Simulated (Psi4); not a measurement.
# AlF3 (SMILES [F][Al]([F])[F]) at DSD-PBEP86/6-311+G(d,p) (density fitting for correlation)

Aim: the energy change on altering one bond length of AlF3 at DSD-PBEP86/6-311+G** (density fitting for correlation), from 2 runs. 

The results are computed with Psi4 1.11.

## 1. The system as given

The species is AlF3 (4 atoms), meant as a singlet with charge 0. SMILES: `[F][Al]([F])[F]`. Geometry: a GFN2-xTB relaxation, a rough one for these elements and not checked as a minimum.

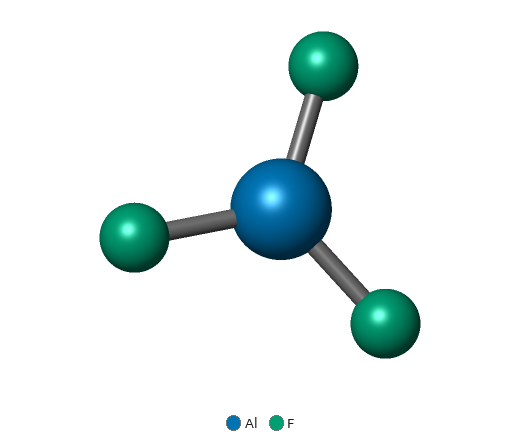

Viewed from a chosen angle; aluminium blue, fluorine teal.

## 2. A single-point energy at DSD-PBEP86/6-311+G(d,p) (density fitting for correlation)

File calc.dat:

```
memory 1600 MB

molecule geom {
  0 1
  Al
  F 1 1.631327
  F 1 1.631174 2 119.96691
  F 1 1.63067 3 120.01677 2 179.79592
  symmetry c1
  no_reorient
  no_com
}

set {
  basis 6-311+G**
  puream true
  e_convergence 1e-09
  d_convergence 1e-08
  scf_type pk
  dft_radial_points 99
  dft_spherical_points 590
  num_frozen_docc 8
}

E, wfn = energy('dsd-pbep86', return_wfn=True)
```

Command:

```console
$ psi4 -i calc.dat -o calc.out -n 1
```

calc.out:

```text
[...]
  Running in c1 symmetry.
[...]
  Nuclear repulsion =  159.395260148231245
[...]
  Multiplicity = 1
[...]
  Nalpha       = 20
  Nbeta        = 20
[...]
    Number of basis functions: 96
[...]
   @RKS iter   1:  -541.05451320668783   -1.10268e+00   7.36498e-03 ADIIS/DIIS
[...]
   @RKS iter   9:  -541.20793956711100   -9.36780e-11   8.12071e-09 DIIS
[...]
    Orbital Energies [Eh]
    ---------------------
    Doubly Occupied:
       1A    -57.708590     2A    -25.730205     3A    -25.730080
       4A    -25.730055     5A     -4.718231     6A     -3.116605
       7A     -3.114389     8A     -3.114378     9A     -1.456565
      10A     -1.444181    11A     -1.444029    12A     -0.669115
      13A     -0.626496    14A     -0.626410    15A     -0.602510
      16A     -0.593086    17A     -0.593026    18A     -0.583629
      19A     -0.583492    20A     -0.566038
[...]
  @RKS Final Energy:  -541.20793956711100
   => Energetics <=
    Nuclear Repulsion Energy =            159.3952601482312446
    One-Electron Energy =               -1073.5417343612632521
    Two-Electron Energy =                 387.2063579949612517
    DFT Exchange-Correlation Energy =     -14.2678233490403308
    Empirical Dispersion Energy =           0.0000000000000000
    VV10 Nonlocal Energy =                  0.0000000000000000
    Total Energy =                       -541.2079395671109978
[...]
 Multipole Moments:
 ------------------------------------------------------------------------------------
     Multipole            Electronic (a.u.)      Nuclear  (a.u.)        Total (a.u.)
 ------------------------------------------------------------------------------------
 L = 1.  Multiply by 2.5417464519 to convert [e a0] to [Debye]
 Dipole X            :          0.0054515            0.0004691            0.0059206
 Dipole Y            :         -0.0014819           -0.0001067           -0.0015886
 Dipole Z            :         -0.0011060           -0.0000771           -0.0011831
 Magnitude           :                                                    0.0062432
[...]
```

It took 6.9 s on 1 thread of Intel Xeon Platinum 8375C at 2.90GHz (Ice Lake), shared host; peak memory 0.82 GiB.

## 3. The distorted shape, same level

File input.json:

```json
{
  "schema_name": "qcschema_input",
  "schema_version": 1,
  "molecule": {
    "schema_name": "qcschema_molecule",
    "schema_version": 2,
    "symbols": ["Al", "F", "F", "F"],
    "geometry": [0.23744409, 0.3958655, -0.00398543, 3.31966299, 0.34522084, 0.02388803, -1.25797178, 3.09114407, -0.03304942, -1.58566919, -2.64298986, 0.00831479],
    "molecular_charge": 0,
    "molecular_multiplicity": 1,
    "fix_symmetry": "c1",
    "fix_com": true,
    "fix_orientation": true
  },
  "driver": "energy",
  "model": {
    "method": "dsd-pbep86",
    "basis": "6-311+G**"
  },
  "keywords": {
    "reference": "rks",
    "puream": true,
    "e_convergence": 1e-09,
    "d_convergence": 1e-08,
    "scf_type": "pk",
    "dft_radial_points": 99,
    "dft_spherical_points": 590,
    "num_frozen_docc": 8
  }
}
```

Command:

```console
$ psi4 --qcschema input.json -n 1 --memory 1600MB
```

stdout:

```text
[...]
  Running in c1 symmetry.
[...]
  Nuclear repulsion =  152.302687617993740
[...]
  Multiplicity = 1
[...]
  Nalpha       = 20
  Nbeta        = 20
[...]
    Number of basis functions: 96
[...]
   @RKS iter   1:  -541.02063549652019   -1.19549e+00   7.42609e-03 DIIS/ADIIS
[...]
   @RKS iter  11:  -541.18402165988175   -5.68434e-13   7.01871e-09 DIIS
[...]
    Orbital Energies [Eh]
    ---------------------
    Doubly Occupied:
       1A    -57.744228     2A    -25.744131     3A    -25.744106
       4A    -25.704907     5A     -4.747468     6A     -3.146742
       7A     -3.144437     8A     -3.142044     9A     -1.465792
      10A     -1.457239    11A     -1.392015    12A     -0.672255
      13A     -0.634577    14A     -0.616405    15A     -0.609571
      16A     -0.596054    17A     -0.590488    18A     -0.570684
      19A     -0.543633    20A     -0.540801
[...]
  @RKS Final Energy:  -541.18402165988175
   => Energetics <=
    Nuclear Repulsion Energy =            152.3026876179937403
    One-Electron Energy =               -1059.2106625368110144
    Two-Electron Energy =                 379.9699111538119496
    DFT Exchange-Correlation Energy =     -14.2459578948764705
    Empirical Dispersion Energy =           0.0000000000000000
    VV10 Nonlocal Energy =                  0.0000000000000000
    Total Energy =                       -541.1840216598817506
[...]
 Multipole Moments:
 ------------------------------------------------------------------------------------
     Multipole            Electronic (a.u.)      Nuclear  (a.u.)        Total (a.u.)
 ------------------------------------------------------------------------------------
 L = 1.  Multiply by 2.5417464519 to convert [e a0] to [Debye]
 Dipole X            :         -7.1611328            7.3709714            0.2098386
 Dipole Y            :        -11.9365413           12.2866269            0.3500856
 Dipole Z            :          0.0521851           -0.0594300           -0.0072448
 Magnitude           :                                                    0.4082213
[...]
```

The result, in JSON:

```text
{
 "driver": "energy",
 "model": {
  "method": "dsd-pbep86",
  "basis": "6-311+G**"
 },
 "success": true,
 "return_result": -541.5442086259147,
 "properties": {
  "calcinfo_nbasis": 96,
  "calcinfo_nmo": 96,
  "calcinfo_nalpha": 20,
  "calcinfo_nbeta": 20,
  "calcinfo_natom": 4,
  "nuclear_repulsion_energy": 152.30268761799374,
  "return_energy": -541.5442086259147,
  "scf_one_electron_energy": -1059.210662536811,
  "scf_two_electron_energy": 379.96991115381195,
  "scf_xc_energy": -14.24595789487647,
  "scf_dipole_moment": [0.20983858668159883, 0.3500856278823754, -0.007244847616419914],
  "scf_total_energy": -541.1840216598818,
  "scf_iterations": 11
 }
}
```

Wall time 9.3 s (1 thread of Intel Xeon Platinum 8375C at 2.90GHz (Ice Lake), shared host); peak memory 0.81 GiB.

## 4. Outcome

At DSD-PBEP86/6-311+G** (density fitting for correlation), 8 core orbitals frozen:

```
                                                          quantity          value
                                         first shape: total energy  -541.56359 Eh
                    first shape: HOMO energy (SCF part's orbitals)      -15.40 eV
                    first shape: LUMO energy (SCF part's orbitals)       -0.22 eV
                  first shape: HOMO–LUMO gap (SCF part's orbitals)       15.19 eV
                                     distorted shape: total energy  -541.54421 Eh
                distorted shape: HOMO energy (SCF part's orbitals)      -14.72 eV
                distorted shape: LUMO energy (SCF part's orbitals)       -0.66 eV
              distorted shape: HOMO–LUMO gap (SCF part's orbitals)       14.06 eV
energy change with the Al1–F4 bond stretched from 1.631 to 1.875 Å       0.528 eV
```

With the Al1–F4 bond stretched from 1.631 to 1.875 Å the energy rises by 0.53 eV (12.2 kcal/mol). The first shape isn't relaxed at this level, so the change isn't measured from a minimum.
